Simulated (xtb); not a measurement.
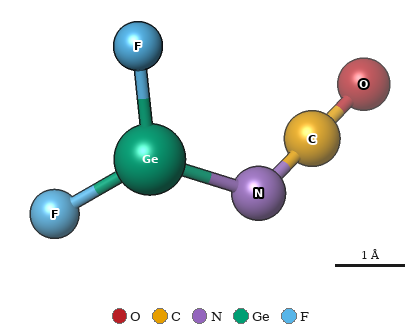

Fig. 1: The input geometry (ball-and-stick view, seen at a tilt). Sticks mark near contacts.

CF$_{2}$GeNO: molecular dynamics

System: CF$_{2}$GeNO, multiplicity 4.
Method: GFN0-xTB (xtb 6.7.1).

The dynamics carries a metadynamics bias. The geometry comes from this level: RDKit embedding + MMFF94.

The program's output:
```
* xtb version 6.7.1
   ID    Z sym.   atoms
    1    8 O      1
    2    6 C      2
    3    7 N      3
    4   32 Ge     4
    5    9 F      5, 6
spherical wallpotential with radius    3.5984054 Å

           -------------------------------------------------
          |                Calculation Setup                |
           -------------------------------------------------

          program call               : xtb embedded.xyz --metadyn 10 -I input.inp -u 3 --gfn 0
          coordinate file            : embedded.xyz
          omp threads                :                     1

           -------------------------------------------------
          |                 G F N 0 - x T B                 |
           -------------------------------------------------

      * Hamiltonian:
        H0-scaling (s, p, d)           2.000000    2.486800    2.270000
        zeta-weighting                 1.000000
      * Dispersion:
        s8                             2.850000
        a1                             0.800000
        a2                             4.600000
        s9                             0.000000
      * Repulsion:
        kExp                           1.500000
        rExp                           1.000000
      * Coulomb:
        alpha                          0.000000
        third order                    atomic
        anisotropic                    false
      * Polar bond correction:
        rad-shift                      0.053700
        strength                      -0.012900
        en-exp                         3.484700
        en-scale                       0.509700

          ...................................................
          :                      SETUP                      :
          :.................................................:
          :  # basis functions                  30          :
          :  # atomic orbitals                  29          :
          :  # shells                           13          :
          :  # electrons                        33          :
          :  electronic temp.          300.0000000     K    :
          :  accuracy                    1.0000000          :
          :  -> integral cutoff          0.2500000E+02      :
          :  -> integral neglect         0.1000000E-07      :
          ...................................................
  Checking positiv definite overlap ...  done.

         #    Occupation            Energy/Eh            Energy/eV
      -------------------------------------------------------------
         1        2.0000           -0.8352933             -22.7295
       ...           ...                  ...                  ...
        12        2.0000           -0.4485837             -12.2066
        13        1.9991           -0.4433675             -12.0646
        14        1.9951           -0.4418038             -12.0221
        15        1.7706           -0.4379041             -11.9160
        16        1.2353           -0.4356330             -11.8542
        17        1.0000           -0.3400305              -9.2527
        18        0.9993           -0.2494190              -6.7870 (HOMO)
        19        0.0007           -0.2356555              -6.4125 (LUMO)
        20                         -0.1905134              -5.1841
        21                         -0.0945695              -2.5734
        22                         -0.0875579              -2.3826
        23                         -0.0116931              -0.3182
       ...                                ...                  ...
        29                          0.7365264              20.0419
      -------------------------------------------------------------
                  HL-Gap            0.0137635 Eh            0.3745 eV
             Fermi-level            0.0000000 Eh            0.0000 eV

 EHT (total)                   0 d,  0 h,  0 min,  0.001 sec
 EHT setup                      ...        0 min,  0.000 sec (  4.005%)
 Coordination number            ...        0 min,  0.000 sec (  0.947%)
 EEQ model density              ...        0 min,  0.000 sec (  1.309%)
 D4 Dispersion                  ...        0 min,  0.000 sec (  5.723%)
 Integral evaluation            ...        0 min,  0.000 sec ( 20.151%)
 Cholesky factorization         ...        0 min,  0.000 sec (  2.506%)
 Zeroth order Hamiltonian       ...        0 min,  0.000 sec ( 17.611%)
 Gradient calculation           ...        0 min,  0.000 sec ( 34.119%)

         :::::::::::::::::::::::::::::::::::::::::::::::::::::
         ::                     SUMMARY                     ::
         :::::::::::::::::::::::::::::::::::::::::::::::::::::
         :: total energy             -17.854493342623 Eh    ::
         :: gradient norm              0.111855271398 Eh/a0 ::
         :: HOMO-LUMO gap              0.374524497272 eV    ::
         ::.................................................::
         :: H0 energy                -17.690894917687 Eh    ::
         :: repulsion energy           0.086557411390 Eh    ::
         :: electrostat energy        -0.223814781281 Eh    ::
         :: -> Gsolv                   0.000000000000 Eh    ::
         ::    -> Gsasa                0.000000000000 Eh    ::
         ::    -> Gshift               0.000000000000 Eh    ::
         :: dispersion energy         -0.001588942340 Eh    ::
         :: short-range corr.         -0.024752143036 Eh    ::
         :: add. restraining           0.000000030330 Eh    ::
         :: total charge              -0.000000000000 e     ::
         :::::::::::::::::::::::::::::::::::::::::::::::::::::

           -------------------------------------------------
          |                Property Printout                |
           -------------------------------------------------

    * Orbital Energies and Occupations

         #    Occupation            Energy/Eh            Energy/eV
      -------------------------------------------------------------
         1        2.0000           -0.8352933             -22.7295
       ...           ...                  ...                  ...
         6        2.0000           -0.5314176             -14.4606
         7        2.0000           -0.5116460             -13.9226
         8        2.0000           -0.5066266             -13.7860
         9        2.0000           -0.4798917             -13.0585
        10        2.0000           -0.4548505             -12.3771
        11        2.0000           -0.4519585             -12.2984
        12        2.0000           -0.4485837             -12.2066
        13        1.9991           -0.4433675             -12.0646
        14        1.9951           -0.4418038             -12.0221
        15        1.7706           -0.4379041             -11.9160
        16        1.2353           -0.4356330             -11.8542
        17        1.0000           -0.3400305              -9.2527
        18        0.9993           -0.2494190              -6.7870 (HOMO)
        19        0.0007           -0.2356555              -6.4125 (LUMO)
        20                         -0.1905134              -5.1841
        21                         -0.0945695              -2.5734
        22                         -0.0875579              -2.3826
        23                         -0.0116931              -0.3182
        24                          0.0650576               1.7703
        25                          0.0913765               2.4865
        26                          0.2631757               7.1614
        27                          0.6265200              17.0485
        28                          0.6962292              18.9454
        29                          0.7365264              20.0419
      -------------------------------------------------------------
                  HL-Gap            0.0137635 Eh            0.3745 eV
             Fermi-level            0.0000000 Eh            0.0000 eV

     #   Z          covCN         q      C6AA      α(0)
     1   8          0.855    -0.408    21.773     6.261
     2   6          1.855     0.752    17.583     6.766
     3   7          1.743    -0.747    43.075     9.748
     4  32          2.355     0.852   230.659    30.196
     5   9          0.716    -0.229    11.601     3.924
     6   9          0.716    -0.220    11.502     3.908

 Mol. C6AA /au·bohr⁶  :       1348.920544
 Mol. C8AA /au·bohr⁸  :      59619.394317
 Mol. α(0) /au        :         60.802585

Wiberg/Mayer (AO) data.
largest (>0.10) Wiberg bond orders for each atom

 ---------------------------------------------------------------------------
     #   Z sym  total        # sym  WBO       # sym  WBO       # sym  WBO
 ---------------------------------------------------------------------------
     1   8      2.005 --     2      1.706     3      0.172
     2   6      3.482 --     1      1.706     3      1.589     4      0.154
     3   7      2.903 --     2      1.589     4      1.016     1      0.172
     4  32      3.364 --     5      1.071     6      1.068     3      1.016
                             2      0.154
     5   9      1.219 --     4      1.071
     6   9      1.271 --     4      1.068
 ---------------------------------------------------------------------------

Topologies differ in total number of bonds
Writing topology from bond orders to xtbtopo.mol

 dipole moment from electron density (au)
     X       Y       Z
  -0.0701   0.3863  -0.4730  total (Debye):    1.562

           -------------------------------------------------
          | TOTAL ENERGY              -17.854493342623 Eh   |
          | GRADIENT NORM               0.111855271398 Eh/α |
          | HOMO-LUMO GAP               0.374524497272 eV   |
           -------------------------------------------------
           -------------------------------------------------
          |                  Meta Dynamics                  |
           -------------------------------------------------
 trajectories on xtb.trj or xtb.trj.<n>

 MD time /ps        :    0.30
 dt /fs             :    0.50
 SCC accuracy       :    2.00
 temperature /K     :  400.00
 max steps          :   600
 block length (av.) :  5000
 dumpstep(trj) /fs  :   12.00    24
 dumpstep(coords)/fs: 1000.00  2000
 H atoms mass (amu) :     1
 # deg. of freedom  :    18
 SHAKE off
 --- metadynamics parameter ---
 kpush  :    0.060
 alpha  :    0.300
 update :      10
         time (ps)    <Epot>      Ekin   <T>   T     Etot       error
      0    0.00      0.00000   0.0228    0.    0.   -17.83079   -0.0009
    200    0.10    -17.75305   0.0629 1530. 2207.   -17.79124   -0.0069
    400    0.20    -17.80698   0.0871 2078. 3057.   -17.78380   -0.0084
 average properties
 Epot               :  -17.823507141115048
 Epot (accurate SCC):  -17.853240287708704
 Ekin               :   6.2994307313780959E-002
 Etot               :  -17.760512833801265
 T                  :   2210.2275226640381
 normal exit of md()

------------------------------------------------------------------------
------------------------------------------------------------------------
 total:
 *  cpu-time:     0 d,  0 h,  0 min,  0.494 sec
 * ratio c/w:     0.943 speedup
 SCF:
 *  cpu-time:     0 d,  0 h,  0 min,  0.001 sec
 * ratio c/w:     1.000 speedup
 MD:
 *  cpu-time:     0 d,  0 h,  0 min,  0.484 sec
 * ratio c/w:     0.950 speedup
```

Trajectory as extended XYZ (Å, eV, eV/Å), 25 frames, from step=0 to step=24:
```
6
Properties=species:S:1:pos:R:3 step=0 time_fs=0.0 energy=-485.82103
O     2.6186    0.2673   -0.3963
C     1.5728   -0.2127    0.0954
N     0.4977   -0.6976    0.5806
Ge   -1.1616    0.0072    0.2979
F    -1.2443    1.6814   -0.0969
F    -2.2833   -1.0455   -0.4807
6
Properties=species:S:1:pos:R:3 step=1 time_fs=12.0 energy=-485.54683
O     2.6254    0.2753   -0.3659
C     1.6906   -0.2741    0.0622
N     0.5240   -0.7369    0.5103
Ge   -1.1761    0.0520    0.3195
F    -1.2622    1.6667   -0.1036
F    -2.3234   -1.1436   -0.5230
6
Properties=species:S:1:pos:R:3 step=2 time_fs=24.0 energy=-486.23573
O     2.6082    0.3168   -0.3702
C     1.8696   -0.4728    0.1879
N     0.6611   -0.7174    0.3138
Ge   -1.2106    0.0737    0.3755
F    -1.2746    1.7760   -0.1738
F    -2.3788   -1.2596   -0.5974
6
Properties=species:S:1:pos:R:3 step=3 time_fs=36.0 energy=-485.37802
O     2.5145    0.3129   -0.3479
C     2.2453   -0.6194    0.2981
N     0.7046   -0.6889    0.0831
Ge   -1.2459    0.0873    0.4395
F    -1.2844    1.9106   -0.2617
F    -2.4244   -1.3712   -0.6728
6
Properties=species:S:1:pos:R:3 step=4 time_fs=48.0 energy=-485.05174
O     2.5288    0.3235   -0.2973
C     2.2268   -0.6865    0.2954
N     0.8494   -0.7119   -0.0885
Ge   -1.2678    0.0990    0.4989
F    -1.2877    2.0091   -0.3442
F    -2.4449   -1.4642   -0.7320
6
Properties=species:S:1:pos:R:3 step=5 time_fs=60.0 energy=-485.40149
O     2.7106    0.3529   -0.2022
C     2.0233   -0.5920    0.1429
N     0.8580   -0.8648   -0.1630
Ge   -1.2748    0.1117    0.5434
F    -1.2914    2.0614   -0.4073
F    -2.4453   -1.5365   -0.7677
6
Properties=species:S:1:pos:R:3 step=6 time_fs=72.0 energy=-485.86901
O     2.8732    0.2876   -0.0215
C     1.9124   -0.3620   -0.1301
N     0.7676   -1.0179   -0.2082
Ge   -1.2718    0.1360    0.5742
F    -1.2977    2.0791   -0.4422
F    -2.4505   -1.6246   -0.7966
6
Properties=species:S:1:pos:R:3 step=7 time_fs=84.0 energy=-485.75492
O     2.7803    0.0770    0.1065
C     1.8030   -0.1175   -0.3539
N     0.9450   -1.0028   -0.2348
Ge   -1.2570    0.1847    0.6047
F    -1.2987    2.0647   -0.4468
F    -2.4895   -1.7846   -0.8554
6
Properties=species:S:1:pos:R:3 step=8 time_fs=96.0 energy=-485.08730
O     2.7798   -0.0476    0.2466
C     1.7535   -0.0384   -0.4697
N     0.9590   -0.9255   -0.3704
Ge   -1.2357    0.2537    0.6318
F    -1.2955    2.0067   -0.4185
F    -2.5524   -1.9924   -0.9322
6
Properties=species:S:1:pos:R:3 step=9 time_fs=108.0 energy=-486.69519
O     2.7871   -0.0052    0.2798
C     1.8991   -0.2351   -0.2888
N     0.7856   -0.7793   -0.6359
Ge   -1.2115    0.3341    0.6495
F    -1.2883    1.9043   -0.3577
F    -2.6227   -2.2165   -1.0070
6
Properties=species:S:1:pos:R:3 step=10 time_fs=120.0 energy=-486.09666
O     2.8003    0.0232    0.3079
C     1.8489   -0.5537   -0.1254
N     0.7638   -0.4941   -0.8746
Ge   -1.1865    0.4163    0.6592
F    -1.2787    1.7835   -0.2816
F    -2.6905   -2.4423   -1.0710
6
Properties=species:S:1:pos:R:3 step=11 time_fs=132.0 energy=-485.26343
O     2.6814   -0.0884    0.3022
C     1.6894   -0.6248   -0.1450
N     0.9701   -0.2509   -0.9038
Ge   -1.1581    0.4667    0.6828
F    -1.2771    1.7747   -0.2801
F    -2.7513   -2.6660   -1.1240
6
Properties=species:S:1:pos:R:3 step=12 time_fs=144.0 energy=-485.97325
O     2.6348   -0.2984    0.4184
C     1.7663   -0.5241   -0.1412
N     0.8795   -0.0435   -1.0777
Ge   -1.1261    0.4791    0.7280
F    -1.2876    1.9103   -0.3797
F    -2.8049   -2.8883   -1.1688
6
Properties=species:S:1:pos:R:3 step=13 time_fs=156.0 energy=-486.47648
O     2.5532   -0.5702    0.5437
C     1.8078   -0.1725   -0.3519
N     0.8406    0.0175   -1.0560
Ge   -1.0928    0.4926    0.7649
F    -1.2974    2.0408   -0.4707
F    -2.8507   -3.1079   -1.2067
6
Properties=species:S:1:pos:R:3 step=14 time_fs=168.0 energy=-485.85439
O     2.2836   -0.7792    0.4543
C     1.9820    0.0478   -0.3299
N     0.8838    0.1210   -0.9660
Ge   -1.0597    0.5168    0.7850
F    -1.3003    2.1239   -0.5207
F    -2.8887   -3.3225   -1.2384
6
Properties=species:S:1:pos:R:3 step=15 time_fs=180.0 energy=-485.63597
O     2.1368   -0.8912    0.3634
C     1.9741   -0.0570   -0.2299
N     0.9117    0.3981   -0.9096
Ge   -1.0249    0.5530    0.7851
F    -1.2945    2.1508   -0.5229
F    -2.9190   -3.5310   -1.2647
6
Properties=species:S:1:pos:R:3 step=16 time_fs=192.0 energy=-486.35834
O     2.1344   -1.0756    0.3878
C     1.6860   -0.1206   -0.2697
N     0.9803    0.7183   -0.8301
Ge   -0.9877    0.6023    0.7648
F    -1.2804    2.1233   -0.4773
F    -2.9413   -3.7318   -1.2863
6
Properties=species:S:1:pos:R:3 step=17 time_fs=204.0 energy=-486.25009
O     2.0688   -1.0043    0.2367
C     1.2703   -0.3520   -0.2438
N     1.2092    0.8712   -0.5826
Ge   -0.9500    0.6642    0.7283
F    -1.2609    2.0520   -0.3926
F    -2.9550   -3.9231   -1.3032
6
Properties=species:S:1:pos:R:3 step=18 time_fs=216.0 energy=-485.72168
O     1.9507   -1.0203    0.1029
C     0.9471   -0.3588   -0.2386
N     1.3629    0.9413   -0.3127
Ge   -0.9049    0.7276    0.6839
F    -1.2375    1.9571   -0.2997
F    -2.9596   -4.1037   -1.3157
6
Properties=species:S:1:pos:R:3 step=19 time_fs=228.0 energy=-486.23686
O     1.6896   -1.1132   -0.0909
C     0.8882   -0.1865   -0.1202
N     1.3786    0.9819   -0.0516
Ge   -0.8408    0.7508    0.6649
F    -1.2410    1.9773   -0.3226
F    -2.9554   -4.2726   -1.3239
6
Properties=species:S:1:pos:R:3 step=20 time_fs=240.0 energy=-486.62278
O     1.3634   -1.2230   -0.2616
C     0.9641   -0.1358   -0.0653
N     1.3294    1.1587    0.2184
Ge   -0.7685    0.7402    0.6801
F    -1.2664    2.1051   -0.4665
F    -2.9426   -4.4291   -1.3279
6
Properties=species:S:1:pos:R:3 step=21 time_fs=252.0 energy=-486.13046
O     0.9651   -1.2035   -0.4308
C     1.2336   -0.0536   -0.0227
N     1.1724    1.1146    0.4662
Ge   -0.6989    0.7444    0.7000
F    -1.2726    2.1974   -0.6095
F    -2.9215   -4.5723   -1.3278
6
Properties=species:S:1:pos:R:3 step=22 time_fs=264.0 energy=-485.44150
O     0.7331   -0.9708   -0.5359
C     1.3669   -0.1834   -0.0951
N     1.0290    0.9181    0.6731
Ge   -0.6535    0.7732    0.7260
F    -1.2577    2.2487   -0.7316
F    -2.8925   -4.7020   -1.3234
6
Properties=species:S:1:pos:R:3 step=23 time_fs=276.0 energy=-485.59074
O     0.5297   -0.8195   -0.7129
C     1.5483   -0.2192   -0.0695
N     1.1196    0.6500    0.7727
Ge   -0.6761    0.8247    0.7626
F    -1.2179    2.2616   -0.8201
F    -2.8556   -4.8182   -1.3149
6
Properties=species:S:1:pos:R:3 step=24 time_fs=288.0 energy=-485.74911
O     0.5323   -0.5613   -0.8003
C     1.4830   -0.4374   -0.2041
N     1.3195    0.3919    0.8508
Ge   -0.7329    0.8862    0.8002
F    -1.1530    2.2404   -0.8751
F    -2.8112   -4.9207   -1.3024
```

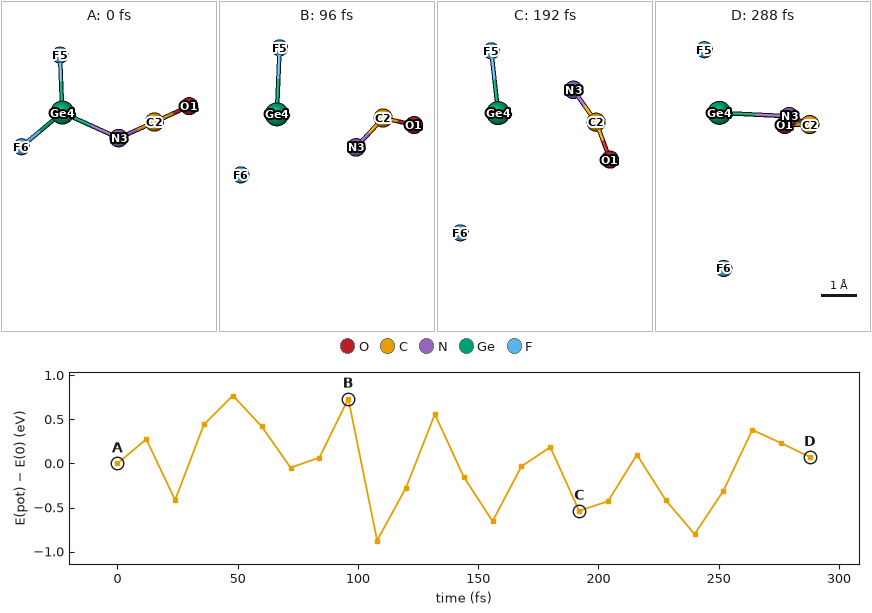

Fig. 2: Frames of the molecular dynamics (ball-and-stick, seen on its broad side) above the curves, on which the letters mark them. The trajectory kept here has 25 frames over 288 fs. The potential energy ends 0.072 eV above its first value. After an unweighted best fit of the last frame on the first, the root-mean-square displacement is 1.89 Å, and F6 has moved furthest (3.13 Å).

This output came from the following input.

The input:
```python
import subprocess
from rdkit import Chem
from rdkit.Chem import AllChem

molecule = Chem.AddHs(Chem.MolFromSmiles("O=C=[N][Ge]([F])[F]"))
AllChem.EmbedMolecule(molecule, randomSeed=556)
AllChem.MMFFOptimizeMolecule(molecule)
Chem.MolToXYZFile(molecule, "embedded.xyz")
run = subprocess.run(["xtb", "embedded.xyz", "--metadyn", "10", "-I", "input.inp", "-u", "3", "--gfn", "0"], capture_output=True, text=True)
print(run.stdout)
```

File input.inp:
```
$md
   temp=400
   time=0.3
   step=0.5
   dump=12.0
   hmass=1
   shake=0
   nvt=false
$metadyn
   kpush=0.06
   alp=0.3
$wall
   potential=logfermi
   sphere: 6.8, all
$end
```

File embedded.xyz:
```
6

O      2.618599    0.267257   -0.396317
C      1.572816   -0.212678    0.095371
N      0.497737   -0.697595    0.580652
Ge    -1.161556    0.007148    0.297850
F     -1.244312    1.681371   -0.096904
F     -2.283285   -1.045502   -0.480652
```

Launched with:
```bash
python calc.py
```

Summary:

- outcome: finished
- trajectory: 25 frames kept, 288 fs
- electrons treated: 33
- potential energy (a single point apart from the frames shown): −17.854493 hartree
- dispersion energy (a single point apart from the frames shown): −0.001589 hartree
- basis functions (a single point apart from the frames shown): 30
- hardware: 1 thread of Arm Neoverse V1, 24 GiB of memory available, shared host
- wall time: 0.78 s
- peak memory: 0.079 GiB

Remarks:

So short a trajectory is not equilibrated.
